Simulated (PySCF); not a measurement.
# H2S3 at MP2/STO-3G

Aim: the vertical ionisation energy of H2S3 at MP2/STO-3G, from 2 runs. 

Program for the calculation: PySCF 2.14.0.

7 further runs of the same task are left out: 1 that didn't finish, 6 set aside as unsound or not needed.

### Step 1. The system as given

H2S3 has 5 atoms, charge 0, and is taken as a singlet. Geometry: relaxed at GFN2-xTB.

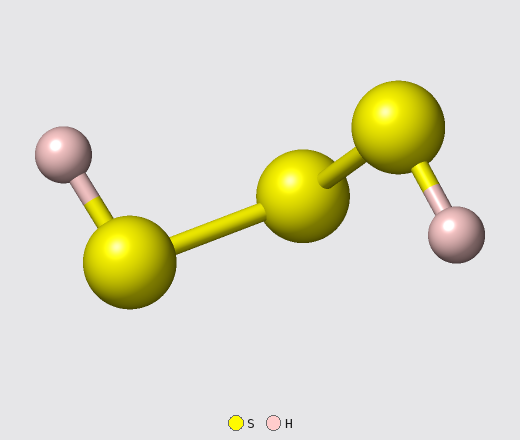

The structure, seen from a chosen angle (sulfur yellow, hydrogen pink).

### Step 2. A single-point energy at MP2/STO-3G

Contents of run.py:

```python
from pyscf import gto, mp

mol = gto.Mole()
mol.atom = '''
S      0.623850     0.138460     1.545950
S      0.177730     0.953140    -0.282180
S     -0.690650    -0.503070    -1.435750
H      1.854960    -0.303010     1.262950
H     -1.965890    -0.285520    -1.090980
'''
mol.basis = 'sto-3g'
mol.max_memory = 1860
mol.verbose = 4
mol.build()

hf = mol.RHF()
hf.conv_tol = 1e-10
hf.kernel()
if not hf.converged:
    hf = hf.newton().run(hf.mo_coeff, hf.mo_occ)

pt = mp.MP2(hf, frozen=15).run()
e_final = pt.e_tot
print(f'total energy: {e_final:.8f} hartree')
```

Launch:

```
$ OMP_NUM_THREADS=1 python run.py
```

The log of the run:

```text
PySCF version 2.14.0

[INPUT] num. atoms = 5
[INPUT] num. electrons = 50
[INPUT] charge = 0
[INPUT] spin (= nelec alpha-beta = 2S) = 0
[INPUT] symmetry False subgroup None
[INPUT] Mole.unit = angstrom
[INPUT] Symbol           X                Y                Z      unit          X                Y                Z       unit  Magmom
[INPUT]  1 S      0.623850000000   0.138460000000   1.545950000000 AA    1.178905642810   0.261651479207   2.921422102271 Bohr   0.0
[INPUT]  2 S      0.177730000000   0.953140000000  -0.282180000000 AA    0.335861024119   1.801173558368  -0.533242917830 Bohr   0.0
[INPUT]  3 S     -0.690650000000  -0.503070000000  -1.435750000000 AA   -1.305139347931  -0.950664521485  -2.713174283344 Bohr   0.0
[INPUT]  4 H      1.854960000000  -0.303010000000   1.262950000000 AA    3.505366372023  -0.572605913004   2.386629609019 Bohr   0.0
[INPUT]  5 H     -1.965890000000  -0.285520000000  -1.090980000000 AA   -3.714993691021  -0.539554603086  -2.061653407378 Bohr   0.0

nuclear repulsion = 196.741845651263
number of shells = 17
number of NR pGTOs = 87
number of NR cGTOs = 29
basis = sto-3g
ecp = {}

******** <class 'pyscf.scf.hf.RHF'> ********
method = RHF
initial guess = minao
damping factor = 0
level_shift factor = 0
DIIS = <class 'pyscf.scf.diis.CDIIS'>
diis_start_cycle = 1
diis_space = 8
diis_damp = 0
SCF conv_tol = 1e-10
SCF conv_tol_grad = None
SCF max_cycles = 50
direct_scf = True
direct_scf_tol = 1e-13
Set gradient conv threshold to 1e-05
Initial guess from minao.
init E= -1180.16005007759
  HOMO = -0.253097984654838  LUMO = 0.0871591674286656  gap/eV = 9.25887
cycle= 1 E= -1180.64838298428  delta_E= -0.488  |g|= 0.218  |ddm|= 3.17
  HOMO = -0.23726538076738  LUMO = 0.324478346115344  gap/eV = 15.28583
cycle= 2 E= -1180.67263975728  delta_E= -0.0243  |g|= 0.0343  |ddm|= 0.444
  HOMO = -0.259833363616341  LUMO = 0.308305703118395  gap/eV = 15.45985
cycle= 3 E= -1180.67343185365  delta_E= -0.000792  |g|= 0.0068  |ddm|= 0.089
  HOMO = -0.260554652037127  LUMO = 0.306454578106241  gap/eV = 15.42911
cycle= 4 E= -1180.67346787334  delta_E= -3.6e-05  |g|= 0.00143  |ddm|= 0.0207
  HOMO = -0.260469344711032  LUMO = 0.307083313134859  gap/eV = 15.44389
cycle= 5 E= -1180.67346985927  delta_E= -1.99e-06  |g|= 0.000297  |ddm|= 0.00537
  HOMO = -0.260507478856937  LUMO = 0.307103688207361  gap/eV = 15.44549
cycle= 6 E= -1180.67346996408  delta_E= -1.05e-07  |g|= 6.24e-05  |ddm|= 0.0014
  HOMO = -0.260523774132753  LUMO = 0.307095181028107  gap/eV = 15.44570
cycle= 7 E= -1180.67346996913  delta_E= -5.05e-09  |g|= 1.51e-05  |ddm|= 0.000305
  HOMO = -0.260523609120747  LUMO = 0.307095661052442  gap/eV = 15.44571
cycle= 8 E= -1180.67346996947  delta_E= -3.4e-10  |g|= 2.11e-06  |ddm|= 9.27e-05
  HOMO = -0.260523608350065  LUMO = 0.307095564375305  gap/eV = 15.44570
cycle= 9 E= -1180.67346996948  delta_E= -7.05e-12  |g|= 2.96e-07  |ddm|= 1.22e-05
  HOMO = -0.260523611275809  LUMO = 0.307095595671127  gap/eV = 15.44571
Extra cycle  E= -1180.67346996948  delta_E= -4.55e-13  |g|= 1.29e-07  |ddm|= 9.45e-07
converged SCF energy = -1180.67346996948

******** <class 'pyscf.mp.mp2.RMP2'> ********
nocc = 10, nmo = 14
frozen orbitals 15
E(RMP2) = -1180.74218285305  E_corr = -0.0687128835651988
E(SCS-RMP2) = -1180.75207338439  E_corr = -0.0786034149149334
E_corr(same-spin) = -0.00444466772689055
E_corr(oppo-spin) = -0.0642682158383083
total energy: -1180.74218285 hartree
```

It took 0.38 s on 1 thread of AMD EPYC 9R45 (Zen 5), shared host; peak memory 0.12 GiB.

### Step 3. The doublet cation at the same level

Contents of run.py:

```python
from pyscf import gto, mp

molecule = gto.Mole()
molecule.atom = [
    ('S', (0.623850, 0.138460, 1.545950)),
    ('S', (0.177730, 0.953140, -0.282180)),
    ('S', (-0.690650, -0.503070, -1.435750)),
    ('H', (1.854960, -0.303010, 1.262950)),
    ('H', (-1.965890, -0.285520, -1.090980)),
]
molecule.max_memory = 1860
molecule.verbose = 3
molecule.basis = 'sto-3g'
molecule.spin = 1
molecule.charge = 1
molecule.build()

hf = molecule.UHF()
hf.conv_tol = 1e-10
hf.kernel()
if not hf.converged:
    hf = hf.newton().run(hf.mo_coeff, hf.mo_occ)

pt = mp.MP2(hf, frozen=15).run()
e_tot = pt.e_tot
print(f'total energy: {e_tot:.8f} hartree')
```

Launch:

```
$ OMP_NUM_THREADS=1 python run.py
```

The log of the run:

```text
converged SCF energy = -1180.45301687429  <S^2> = 0.76614605  2S+1 = 2.0160814
E(UMP2) = -1180.52321662494  E_corr = -0.0701997506500451
E(SCS-UMP2) = -1180.53197149641  E_corr = -0.0789546221192637
total energy: -1180.52321662 hartree
```

It took 0.42 s on 1 thread of AMD EPYC 9R45 (Zen 5), shared host; peak memory 0.12 GiB.

### Step 4. Summary of results

Level: MP2/STO-3G, 15 core orbitals frozen.

```
                                                                  quantity           value
                                                singlet H2S3: total energy  -1180.74218 Eh
                        singlet H2S3: dipole moment (Hartree–Fock density)          0.38 D
                         singlet H2S3: HOMO energy (Hartree–Fock orbitals)        -7.09 eV
                         singlet H2S3: LUMO energy (Hartree–Fock orbitals)         8.36 eV
                       singlet H2S3: HOMO–LUMO gap (Hartree–Fock orbitals)        15.45 eV
                singlet H2S3: correlation energy (15 core orbitals frozen)       -68.7 mEh
                                              doublet cation: total energy  -1180.52322 Eh
doublet cation: HOMO energy (Hartree–Fock orbitals) (highest over α and β)       -14.37 eV
 doublet cation: LUMO energy (Hartree–Fock orbitals) (lowest over α and β)        -4.45 eV
              doublet cation: correlation energy (15 core orbitals frozen)       -70.2 mEh
                         doublet cation: ⟨S²⟩ of the reference determinant           0.766
                        vertical ionisation energy (to the doublet cation)        5.958 eV
```

What this shows: Removing an electron at fixed nuclei costs 5.96 eV (575 kJ/mol). In a minimal basis such a difference can be off by several eV, whatever the method.
